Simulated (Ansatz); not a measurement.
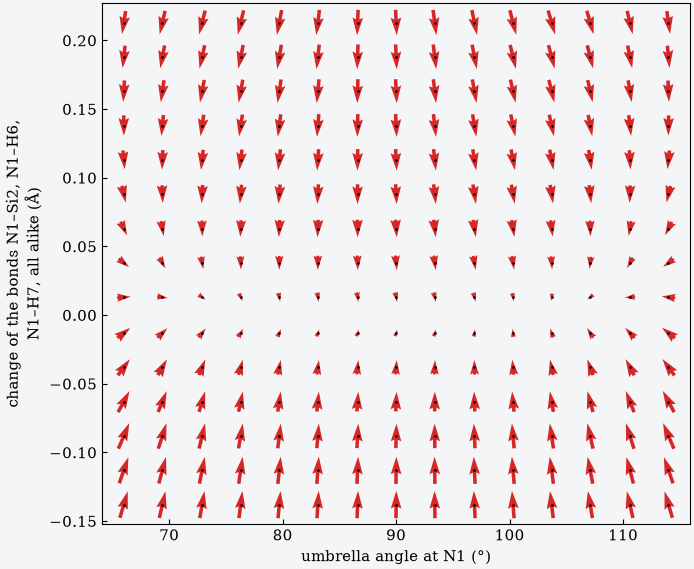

BrCl₂H₂NSi, SMILES N[Si](Cl)(Cl)Br. The first coordinate is: umbrella angle at N1 (between each of its bonds and their common axis; 90 is planar); the second: change of the bonds N1–Si2, N1–H6, N1–H7, all alike. Nothing is relaxed (all other coordinates rigid). The scan uses a 15 × 15 grid. Points are written as (first, second). The calculation used Ansatz, RKS PBE-D4/def2-SVP.

In the figure: dots at the grid points, arrows along the force (downhill), their lengths compressed.

Question: The arrows alone are given. Where is the energy lowest?

Answer: The arrows converge at about (101°, 0.000 Å) (read from the interpolated surface).

The energy map of the same scan:

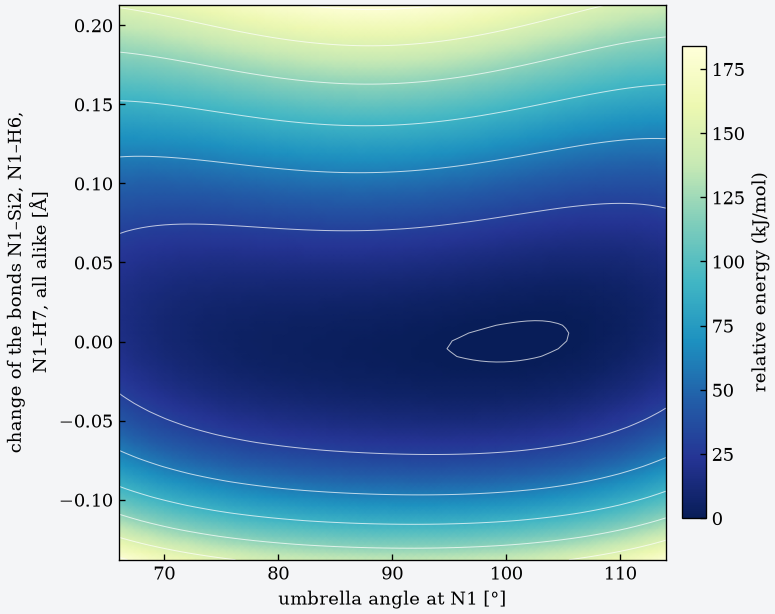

Energies are in kJ/mol, from the lowest grid point; between grid points the surface is interpolated.
